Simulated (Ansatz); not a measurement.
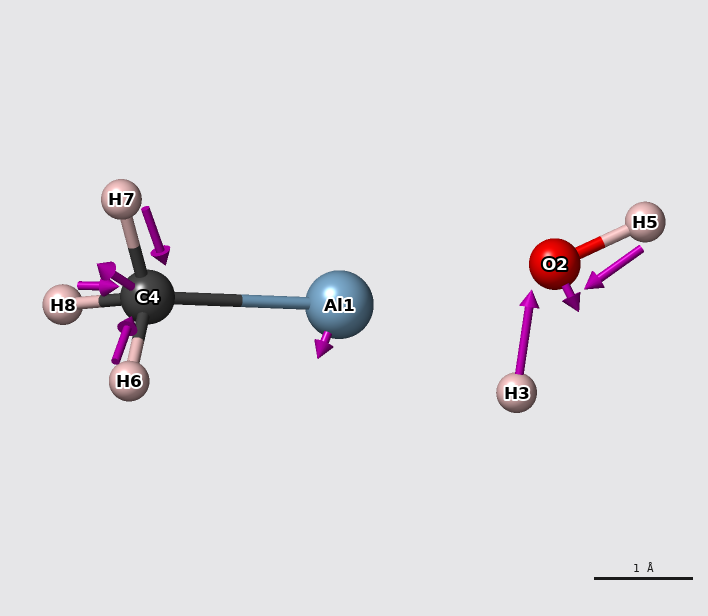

Arrows show the forces on the atoms, 0.3 Å of arrow for 1 eV/Å; forces under a tenth of the largest aren't drawn. Level of theory: ωB97M-V/def2-TZVPP (Ansatz 0.2.0).

### On which atom is the force largest, and how large is it?

On H3: 2.95 eV/Å.

### Along which bond is the force strongest?

C4–H7, now 1.192 Å: the forces pull its atoms together, so a first step downhill shortens it.

List the force components in the frame of the picture (x right, y up, z towards the viewer), in eV/Å.

| atom | Fx | Fy | Fz |
| --- | --- | --- | --- |
| Al1 | −0.36 | −0.91 | 0.19 |
| O2 | 0.48 | −0.95 | −0.06 |
| H3 | 0.43 | 2.92 | 0.03 |
| C4 | −1.21 | 0.79 | 1.24 |
| H5 | −1.98 | −1.41 | 0.35 |
| H6 | 0.56 | 1.57 | −1.48 |
| H7 | 0.70 | −1.97 | −1.04 |
| H8 | 1.38 | −0.03 | 0.78 |
